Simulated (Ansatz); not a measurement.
# One shape, several levels: triplet CHFO

Aim: a comparison of 6 runs (U-wB97M-V/STO-3G, U-wB97X/STO-3G, UBHLYP/STO-3G, UBCCD(T)/STO-3G, UCCSDT(Q)/STO-3G, UCCSDTQ/STO-3G) of triplet CHFO. 

Program for the calculation: Ansatz 0.2.0.

73 further runs of the same task are left out: 73 set aside as unsound or not needed.

## (1) Starting point

CHFO has 4 atoms, charge 0, and is taken as a triplet. As SMILES of the parent species, `O=CF`. The coordinates come from a GFN2-xTB relaxation. That shape belongs to the parent species and isn't relaxed for this state.

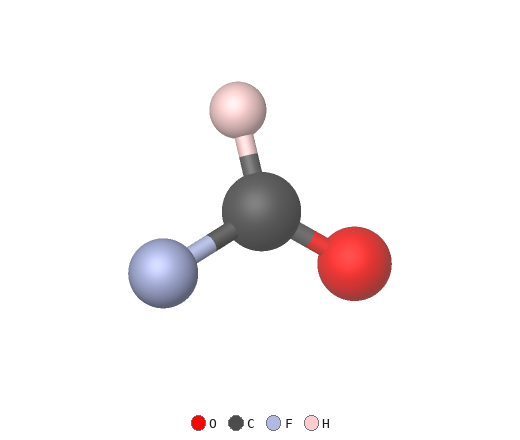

The structure, seen from a chosen angle (oxygen red, carbon dark grey, fluorine light blue, hydrogen pink).

## (2) The energy at U-wB97M-V/STO-3G (run 1)

The input, run.yaml:

```yaml
basis:
  gaussian:
    orbitals: STO-3G
crystal:
  periodic: [false, false, false]
  atoms:
    - {symbol: O, position_ang: [-0.889680, 0.196020, 0.829980]}
    - {symbol: C, position_ang: [-0.049740, 0.073340, 0.022930]}
    - {symbol: F, position_ang: [0.584370, -1.090860, -0.181350]}
    - {symbol: H, position_ang: [0.355050, 0.821510, -0.671560]}
magnetization:
  spin_polarized: true
  initial_magnetization: 2
hamiltonian:
  xc: {name: wB97M-V}
accuracy: high
```

The run is started by

```bash
$ ansatz run run.yaml --threads 1 --pin off --max-ram 2610MiB --events-out events.jsonl --progress --plain --runs-dir runs
```

The program printed:

```text
Warning: RAYON_NUM_THREADS=1 ignored (pool sized by the plan → 1); use --threads N
Functional definition: wB97M-V
  name "wB97M-V"
  parameter omega = 0.3/bohr
  parameter cx = 0.15
  parameter cx01 = 1.007
  parameter cx10 = 0.259
  parameter css00 = 0.443
  parameter css04 = -1.437
  parameter css10 = -4.535
  parameter css20 = -3.390
  parameter css43 = 4.278
  parameter cos00 = 1.000
  parameter cos10 = 1.358
  parameter cos20 = 2.924
  parameter cos21 = -8.812
  parameter cos60 = -1.390
  parameter cos61 = 9.142
  parameter b = 6.0
  parameter c = 0.01
  gx(w, u) = 1 - cx + cx01*u + cx10*w
  gss(w, u) = css00 + css04*u^4 + css10*w + css20*w^2 + css43*w^4*u^3
  gos(w, u) = cos00 + cos10*w + (cos20 + cos21*u)*w^2 + (cos60 + cos61*u)*w^6
  exchange = spin_sum(e_x_unif_sr(omega)*gx(b97_w, b97_u_x)) + cx*exact_x_sr(omega) + exact_x_lr(omega)
  correlation = spin_sum(e_c_pw_mod_same_spin*gss(b97_w, b97_u_same))
      + integral(e_c_pw_mod_opposite_spin*gos(b97_w_opposite, b97_u_opposite)) + vv10(b, c)
273 factors; integrals over basis functions are off by at most 3.4e-8 eV
119 factors; integrals over basis functions are off by at most 5.8e-10 eV
mean field evaluation 1: about -5729.2953 eV, gradient 1.1e1 eV
mean field evaluation 2: about -5730.0663 eV, gradient 5.7e0 eV
mean field evaluation 4: about -5730.2574 eV, gradient 5.7e-1 eV
mean field evaluation 8: about -5730.2673 eV, gradient 6.3e-2 eV
mean field evaluation 16: about -5730.2676 eV, gradient 1.7e-4 eV
mean field evaluation 32: about -5730.1523 eV, gradient 1.4e0 eV
mean field -5730.26757137 eV, -210.5834491329 hartree, gradient 3.4e-8 eV, S^2 2.001327; 2 other end points of the search recorded, 0 dependent functions left out
reference -5730.26757272 eV, -210.5834491825 hartree; 13, 11 occupied and 3, 5 virtual orbitals, 273 factors
Total energy: -5730.26757272 eV, -210.5834491825 hartree
```

It took 21 s on 1 thread of Arm Neoverse V1, shared host; peak memory 0.4 GiB.

## (3) The energy at U-wB97X/STO-3G (run 2)

Changes to run.yaml since step 2:

```diff
@@ -14,3 +14,3 @@
 hamiltonian:
-  xc: {name: wB97M-V}
+  xc: {name: wB97X}
 accuracy: high
```

The run is started by

```bash
$ ansatz run run.yaml --threads 1 --pin off --max-ram 2610MiB --events-out events.jsonl --progress --plain --runs-dir runs
```

The program printed:

```text
Warning: RAYON_NUM_THREADS=1 ignored (pool sized by the plan → 1); use --threads N
Functional definition: wB97X
  name "wB97X"
[... 1 set-up line as earlier in the session ...]
  parameter cx = 0.157706
  parameter cx1 = 0.726479
  parameter cx2 = 1.04760
  parameter cx3 = -5.70635
  parameter cx4 = 13.2794
  parameter css1 = -4.33879
  parameter css2 = 18.2308
  parameter css3 = -31.7430
  parameter css4 = 17.2901
  parameter cos1 = 2.37031
  parameter cos2 = -11.3995
  parameter cos3 = 6.58405
  parameter cos4 = -3.78132
  exchange = spin_sum(e_x_unif_sr(omega)*poly(b97_u_x, 1 - cx, cx1, cx2, cx3, cx4)) + cx*exact_x_sr(omega)
      + exact_x_lr(omega)
  correlation = spin_sum(e_c_pw_same_spin*poly(b97_u_same, 1, css1, css2, css3, css4))
      + integral(e_c_pw_opposite_spin*poly(b97_u_opposite, 1, cos1, cos2, cos3, cos4))
273 factors; integrals over basis functions are off by at most 3.4e-8 eV
119 factors; integrals over basis functions are off by at most 5.8e-10 eV
mean field evaluation 1: about -5728.5938 eV, gradient 1.1e1 eV
mean field evaluation 2: about -5729.3667 eV, gradient 5.4e0 eV
mean field evaluation 4: about -5729.5470 eV, gradient 5.8e-1 eV
mean field evaluation 8: about -5729.5573 eV, gradient 6.2e-2 eV
mean field evaluation 16: about -5729.5575 eV, gradient 7.2e-5 eV
mean field evaluation 32: about -5728.8944 eV, gradient 4.5e0 eV
mean field -5729.55751542 eV, -210.5573550583 hartree, gradient 2.1e-8 eV, S^2 2.001828; 2 other end points of the search recorded, 0 dependent functions left out
reference -5729.55751455 eV, -210.5573550261 hartree; 13, 11 occupied and 3, 5 virtual orbitals, 273 factors
Total energy: -5729.55751455 eV, -210.5573550261 hartree
```

Run time: 8.7 s. Hardware: 1 thread of Arm Neoverse V1, shared host; peak memory 0.32 GiB.

Runs 3 to 5 aren't shown in full; the table further down has their settings and results.

## (4) A single-point energy at UCCSDTQ/STO-3G (run 6)

The input, job.yaml:

```yaml
basis:
  gaussian:
    orbitals: STO-3G
crystal:
  periodic: [false, false, false]
  atoms:
    - {symbol: O, position_ang: [-0.889680, 0.196020, 0.829980]}
    - {symbol: C, position_ang: [-0.049740, 0.073340, 0.022930]}
    - {symbol: F, position_ang: [0.584370, -1.090860, -0.181350]}
    - {symbol: H, position_ang: [0.355050, 0.821510, -0.671560]}
magnetization:
  spin_polarized: true
  initial_magnetization: 2
correlation:
  method: ccsdtq
  frozen_orbitals: {C: 1, F: 1, H: 0, O: 1}
accuracy: high
scf:
  omitted_lower_state_checks: [cluster_reference, increment]
```

The run is started by

```bash
$ ansatz run job.yaml --threads 1 --pin off --max-ram 2610MiB --events-out events.jsonl --progress --plain --runs-dir runs
```

The program printed:

```text
Warning: RAYON_NUM_THREADS=1 ignored (pool sized by the plan → 1); use --threads N
[... 12 lines left out ...]
3 core orbitals not correlated: weight in the atoms' cores, before any rotation towards them, 1.000 or more for the frozen orbitals, at most 0.000 for the correlated occupied ones
[... 39 lines left out ...]
Total energy: -5708.72285584 eV, -209.7916954409 hartree
Checks for a lower state left out: cluster_reference, increment
```

Run time: 94 s. Hardware: 1 thread of Arm Neoverse V1, shared host; peak memory 0.59 GiB.

## (5) All runs side by side

| run | level | frozen core orbitals | energy (Eh) | ⟨S²⟩ | wall time |
| --- | --- | --- | --- | --- | --- |
| 1 | U-wB97M-V/STO-3G | – | -210.583449 | 2.001 | 21 s |
| 2 | U-wB97X/STO-3G | – | -210.557355 | 2.002 | 8.7 s |
| 3 | UBHLYP/STO-3G | – | -210.518097 | 2.003 | 1.6 s |
| 4 | UBCCD(T)/STO-3G | 3 | -209.790850 | 2.005 | 0.38 s |
| 5 | UCCSDT(Q)/STO-3G | 3 | -209.791703 | 2.005 | 1.5 s |
| 6 | UCCSDTQ/STO-3G | 3 | -209.791695 | 2.005 | 94 s |

## (6) Outcome

```
                                          quantity          value
                               run 6: total energy  -209.79170 Eh
run 6: correlation energy (3 core orbitals frozen)      -96.5 mEh
          run 6: ⟨S²⟩ of the reference determinant          2.005
                              run 6: T1 diagnostic          0.016
```

What this shows: Totals of different functionals can't be ranked against each other. In runs 1, 2, 3, 4, 5, 6 the basis is minimal, so the values are rough. All runs together took 2.1 min, the longest 94 s.
